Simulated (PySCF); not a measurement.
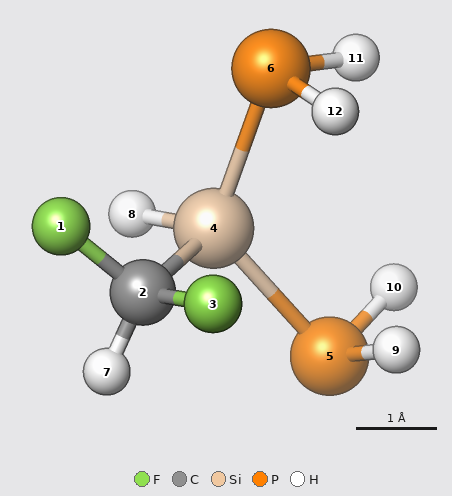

**Figure 1.** The structure as given in the input (ball-and-stick view, seen at a tilt; atoms are numbered from 1 in the order of the input). Bond lengths as drawn: C–F 1.37 to 1.39 Å, C–H 1.10 Å, C–Si 1.91 Å, H–P 1.38 to 1.42 Å, H–Si 1.46 Å and P–Si 2.26 to 2.27 Å.

# Run report: CH6F2P2Si, geometry relaxation

The run: geometry relaxation of CH6F2P2Si. Method and program: PBE0-D3(BJ)/def2-SVP geometry optimisation, gas phase (PySCF 2.14.0).

It belongs to a series of runs on one base structure; here: H on Si replaced by CHF2.

The program's output
```
step   0  E = -1212.49650328  max force = 0.019576
step   1  E = -1212.50033035  max force = 0.005389
step   2  E = -1212.50056793  max force = 0.001914
step   3  E = -1212.50064599  max force = 0.000711
step   4  E = -1212.50070072  max force = 0.001076
step   5  E = -1212.50073208  max force = 0.000919
step   6  E = -1212.50078374  max force = 0.000708
step   7  E = -1212.50084351  max force = 0.000573
step   8  E = -1212.50088061  max force = 0.000503
step   9  E = -1212.50088967  max force = 0.000309
optimisation converged
```

Trajectory as extended XYZ (Å, eV, eV/Å), 10 frames, from step=0 to step=9
```
12
Properties=species:S:1:pos:R:3:forces:R:3 step=0 energy=-32993.71040
F     2.5593   -0.3334    0.7599   -0.7758   0.5638  -0.4068
C     1.6005    0.5528    0.2801    1.0066  -0.3041   0.8552
F     1.1142    1.2346    1.3581   -0.0320  -0.0833  -0.1601
Si    0.1842   -0.4100   -0.5664   -0.4278   0.3942   0.3988
P    -1.1258    1.2137   -1.4725    0.8517   0.5107  -0.0133
P    -0.5864   -1.8087    1.0377    0.9454  -0.6483  -0.1795
H     2.1359    1.2848   -0.3511   -0.0589  -0.0442  -0.1202
H     0.8001   -1.1620   -1.6566    0.1649  -0.3765  -0.4643
H    -1.5772    1.7126   -0.2245    0.0490   0.0789   0.2496
H    -2.2413    0.4133   -1.6203   -0.8486  -0.7094  -0.2194
H    -1.8746   -1.9295    0.5265   -0.7526  -0.0864  -0.4171
H    -0.9494   -0.7965    1.9200   -0.1219   0.7046   0.4769
12
Properties=species:S:1:pos:R:3:forces:R:3 step=1 energy=-32993.81454
F     2.3960   -0.3791    1.0064    0.1327   0.0166  -0.0047
C     1.6277    0.5267    0.3558   -0.2771   0.0799   0.0736
F     1.0554    1.3396    1.2957    0.0915  -0.0208  -0.0742
Si    0.2084   -0.3928   -0.5774    0.0356  -0.0538  -0.0302
P    -1.0729    1.2290   -1.5063   -0.1709  -0.0753   0.0858
P    -0.6297   -1.7922    0.9913   -0.1407   0.0503   0.0703
H     2.2757    1.1596   -0.2794    0.0445  -0.0604   0.0352
H     0.8259   -1.2116   -1.6661   -0.0341   0.0418  -0.0023
H    -1.5026    1.7088   -0.2272    0.0234  -0.0239  -0.0625
H    -2.2181    0.3765   -1.6714    0.1560   0.0847  -0.0030
H    -1.9365   -1.8805    0.4051    0.1179   0.0448   0.0163
H    -0.9861   -0.7108    1.8654    0.0214  -0.0838  -0.1043
12
Properties=species:S:1:pos:R:3:forces:R:3 step=2 energy=-32993.82100
F     2.4171   -0.3671    1.0036    0.0170  -0.0321   0.0274
C     1.6271    0.5272    0.3604   -0.0554   0.0984   0.0321
F     1.0703    1.3484    1.2994    0.0258  -0.0552  -0.0450
Si    0.2075   -0.3961   -0.5702    0.0623  -0.0232   0.0260
P    -1.0767    1.2246   -1.4933   -0.0208  -0.0001   0.0355
P    -0.6424   -1.7951    0.9908   -0.0272  -0.0113   0.0214
H     2.2748    1.1537   -0.2801   -0.0081  -0.0097  -0.0430
H     0.8206   -1.2069   -1.6647   -0.0079   0.0203  -0.0135
H    -1.5144    1.6916   -0.2161   -0.0104  -0.0011  -0.0023
H    -2.2052    0.3657   -1.6727    0.0224   0.0030  -0.0145
H    -1.9351   -1.8621    0.3840    0.0072   0.0077  -0.0117
H    -1.0004   -0.7109    1.8509   -0.0050   0.0034  -0.0123
12
Properties=species:S:1:pos:R:3:forces:R:3 step=3 energy=-32993.82313
F     2.4298   -0.3610    1.0030   -0.0132  -0.0038   0.0084
C     1.6310    0.5295    0.3622    0.0099   0.0244   0.0007
F     1.0805    1.3521    1.3003    0.0112  -0.0168  -0.0133
Si    0.2117   -0.3972   -0.5618    0.0366  -0.0179   0.0266
P    -1.0772    1.2236   -1.4769    0.0329   0.0351   0.0142
P    -0.6530   -1.7970    0.9909    0.0159  -0.0201   0.0009
H     2.2720    1.1509   -0.2904   -0.0088   0.0051  -0.0156
H     0.8233   -1.1987   -1.6629   -0.0018   0.0037  -0.0156
H    -1.5314    1.6747   -0.2006   -0.0193  -0.0024   0.0112
H    -2.1919    0.3560   -1.6782   -0.0279  -0.0251  -0.0170
H    -1.9356   -1.8511    0.3649   -0.0239  -0.0069  -0.0170
H    -1.0159   -0.7087    1.8413   -0.0114   0.0246   0.0165
12
Properties=species:S:1:pos:R:3:forces:R:3 step=4 energy=-32993.82462
F     2.4454   -0.3534    1.0021   -0.0241   0.0088  -0.0081
C     1.6388    0.5333    0.3638    0.0553  -0.0345  -0.0217
F     1.0981    1.3590    1.3015   -0.0165   0.0214   0.0189
Si    0.2177   -0.3969   -0.5511   -0.0026  -0.0041   0.0121
P    -1.0786    1.2252   -1.4550    0.0359   0.0381   0.0051
P    -0.6646   -1.7994    0.9907    0.0250  -0.0011  -0.0046
H     2.2722    1.1499   -0.3013   -0.0056   0.0085   0.0017
H     0.8275   -1.1869   -1.6617   -0.0031  -0.0070  -0.0051
H    -1.5618    1.6487   -0.1798   -0.0169  -0.0082   0.0075
H    -2.1771    0.3460   -1.6931   -0.0248  -0.0219  -0.0117
H    -1.9374   -1.8452    0.3428   -0.0149  -0.0116  -0.0086
H    -1.0369   -0.7070    1.8330   -0.0076   0.0117   0.0145
12
Properties=species:S:1:pos:R:3:forces:R:3 step=5 energy=-32993.82547
F     2.4531   -0.3501    1.0006   -0.0157   0.0144  -0.0077
C     1.6446    0.5362    0.3643    0.0442  -0.0472  -0.0267
F     1.1092    1.3646    1.3021   -0.0173   0.0248   0.0227
Si    0.2206   -0.3942   -0.5447   -0.0224   0.0098  -0.0015
P    -1.0802    1.2300   -1.4404    0.0181   0.0206   0.0056
P    -0.6674   -1.8003    0.9911    0.0200   0.0120  -0.0018
H     2.2740    1.1505   -0.3070    0.0000   0.0059   0.0111
H     0.8283   -1.1778   -1.6614   -0.0063  -0.0107   0.0009
H    -1.5888    1.6278   -0.1663   -0.0108  -0.0087   0.0015
H    -2.1660    0.3421   -1.7096   -0.0053  -0.0087  -0.0070
H    -1.9354   -1.8480    0.3323   -0.0014  -0.0096  -0.0012
H    -1.0488   -0.7078    1.8307   -0.0031  -0.0027   0.0042
12
Properties=species:S:1:pos:R:3:forces:R:3 step=6 energy=-32993.82688
F     2.4610   -0.3462    0.9980    0.0028   0.0095  -0.0035
C     1.6522    0.5407    0.3642    0.0136  -0.0364  -0.0166
F     1.1234    1.3726    1.3032   -0.0142   0.0171   0.0143
Si    0.2222   -0.3873   -0.5374   -0.0331   0.0255  -0.0167
P    -1.0845    1.2406   -1.4198   -0.0060  -0.0067   0.0081
P    -0.6640   -1.8007    0.9926    0.0109   0.0206   0.0033
H     2.2782    1.1529   -0.3123    0.0063   0.0002   0.0138
H     0.8248   -1.1638   -1.6622   -0.0101  -0.0113   0.0056
H    -1.6338    1.5950   -0.1494   -0.0020  -0.0057  -0.0057
H    -2.1481    0.3403   -1.7398    0.0173   0.0080  -0.0007
H    -1.9270   -1.8593    0.3236    0.0126  -0.0046   0.0061
H    -1.0612   -0.7116    1.8309    0.0021  -0.0161  -0.0079
12
Properties=species:S:1:pos:R:3:forces:R:3 step=7 energy=-32993.82850
F     2.4668   -0.3426    0.9944    0.0155   0.0022   0.0022
C     1.6585    0.5459    0.3634   -0.0173  -0.0090  -0.0011
F     1.1347    1.3802    1.3045   -0.0041   0.0002  -0.0003
Si    0.2212   -0.3769   -0.5316   -0.0262   0.0294  -0.0229
P    -1.0921    1.2546   -1.3980   -0.0202  -0.0256   0.0074
P    -0.6514   -1.8006    0.9954    0.0022   0.0173   0.0067
H     2.2830    1.1574   -0.3152    0.0090  -0.0041   0.0107
H     0.8151   -1.1481   -1.6650   -0.0107  -0.0076   0.0057
H    -1.6871    1.5582   -0.1351    0.0039  -0.0011  -0.0085
H    -2.1267    0.3422   -1.7766    0.0258   0.0170   0.0045
H    -1.9110   -1.8783    0.3214    0.0171   0.0001   0.0087
H    -1.0680   -0.7189    1.8344    0.0049  -0.0188  -0.0131
12
Properties=species:S:1:pos:R:3:forces:R:3 step=8 energy=-32993.82951
F     2.4689   -0.3394    0.9907    0.0149  -0.0051   0.0037
C     1.6612    0.5507    0.3621   -0.0259   0.0150   0.0102
F     1.1391    1.3844    1.3057    0.0030  -0.0099  -0.0096
Si    0.2182   -0.3665   -0.5297   -0.0076   0.0167  -0.0160
P    -1.1013    1.2659   -1.3826   -0.0166  -0.0228   0.0037
P    -0.6333   -1.8004    0.9983   -0.0020   0.0056   0.0056
H     2.2862    1.1631   -0.3149    0.0059  -0.0037   0.0036
H     0.8028   -1.1353   -1.6696   -0.0066  -0.0011   0.0018
H    -1.7303    1.5303   -0.1277    0.0042   0.0021  -0.0049
H    -2.1106    0.3456   -1.8061    0.0160   0.0120   0.0050
H    -1.8923   -1.8979    0.3262    0.0105   0.0016   0.0055
H    -1.0655   -0.7273    1.8395    0.0042  -0.0104  -0.0085
12
Properties=species:S:1:pos:R:3:forces:R:3 step=9 energy=-32993.82976
F     2.4680   -0.3379    0.9885    0.0061  -0.0044   0.0017
C     1.6599    0.5531    0.3611   -0.0147   0.0159   0.0079
F     1.1361    1.3841    1.3063    0.0040  -0.0081  -0.0074
Si    0.2165   -0.3627   -0.5316    0.0030   0.0030  -0.0051
P    -1.1064    1.2678   -1.3805   -0.0062  -0.0092   0.0013
P    -0.6226   -1.8007    0.9991   -0.0012  -0.0015   0.0019
H     2.2859    1.1673   -0.3131    0.0014  -0.0008   0.0001
H     0.7973   -1.1314   -1.6734   -0.0020   0.0025  -0.0014
H    -1.7409    1.5253   -0.1273    0.0012   0.0019  -0.0003
H    -2.1093    0.3453   -1.8116    0.0032   0.0026   0.0021
H    -1.8832   -1.9059    0.3322    0.0027   0.0004   0.0013
H    -1.0581   -0.7311    1.8421    0.0023  -0.0023  -0.0022
```

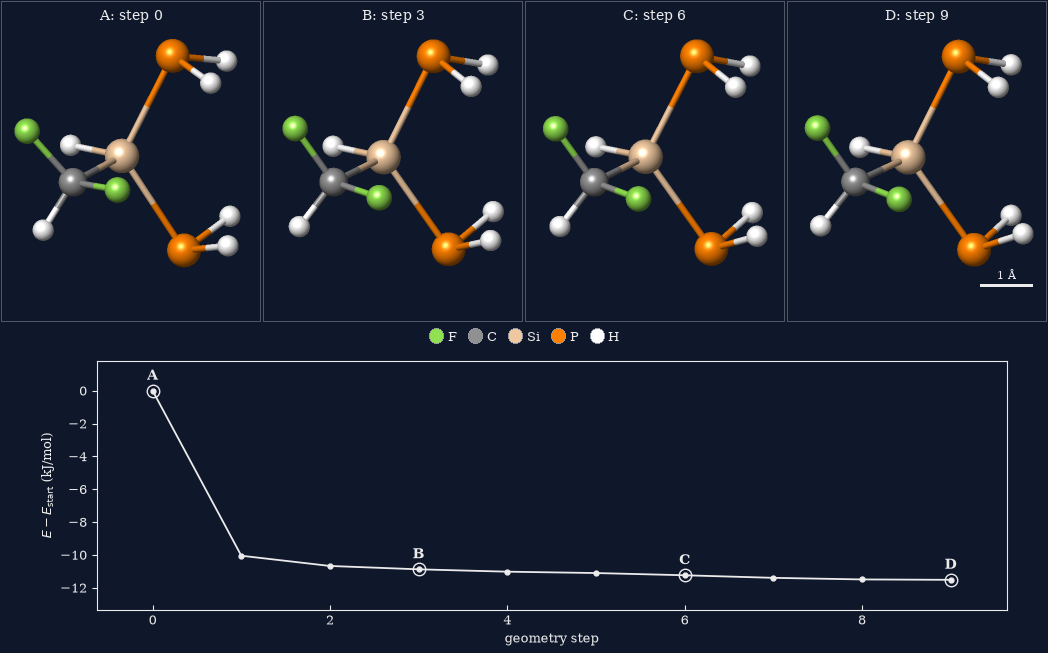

**Figure 2.** Frames of the relaxation (ball-and-stick view, seen at a tilt) above the curves, on which the letters mark them (steps are counted from 0).

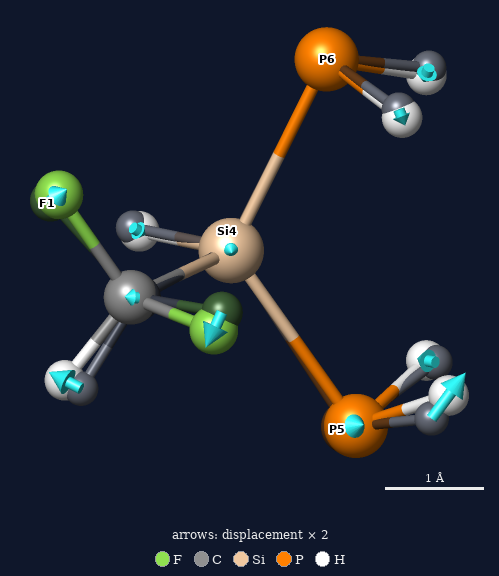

**Figure 3.** Start (faint) and end (solid) with the displacements as teal arrows, magnified 2 times (ball-and-stick view, seen at a tilt). The two geometries are laid on each other by the best rigid fit. The largest move after the best rigid fit is that of H9, 0.30 Å. Largest moves by element: H 0.30 Å, F 0.20 Å, P 0.15 Å, C 0.08 Å, Si 0.05 Å. Among the contacts that change: P5–H10 1.381 → 1.429 Å, P6–H11 1.391 → 1.430 Å, F1–C2 1.391 → 1.357 Å, Si4–H8 1.461 → 1.494 Å. Among the angles that change: Si4–P6–H12 95.1° → 92.1°, Si4–P6–H11 96.2° → 93.3°, Si4–C2–H7 116.1° → 113.9°. Over 9 geometry steps the energy falls by 11.5 kJ/mol. Largest force component: 1 eV/Å at the start, 0.016 eV/Å at the end. (Atoms are counted from 1 in the order of the input.)

This output came from the following input.

Input
```
{"job": {"xc": "PBE0", "basis": "def2-SVP", "d3": "d3bj", "grid": 1, "shake": 0.01, "kind": "geom"}, "charge": 0, "multiplicity": 1}
F      2.559290    -0.333410     0.759940
C      1.600540     0.552850     0.280080
F      1.114190     1.234640     1.358080
Si     0.184250    -0.410020    -0.566370
P     -1.125770     1.213660    -1.472450
P     -0.586370    -1.808650     1.037660
H      2.135940     1.284820    -0.351060
H      0.800120    -1.162020    -1.656600
H     -1.577230     1.712620    -0.224450
H     -2.241260     0.413280    -1.620340
H     -1.874640    -1.929520     0.526490
H     -0.949380    -0.796540     1.920000
```

The first line tells a small driver script what to run in PySCF; the rest is the geometry in Å.

Run as:
```bash
OMP_NUM_THREADS=1 python <driver script> task.json out
```

Summary

```tsv
quantity	value
outcome	converged
total energy	−1212.500890 hartree
dipole moment	1.88 D
point group	C1
hardware	1 CPU thread, shared host
wall time	1.9 min
peak memory	0.54 GiB
```
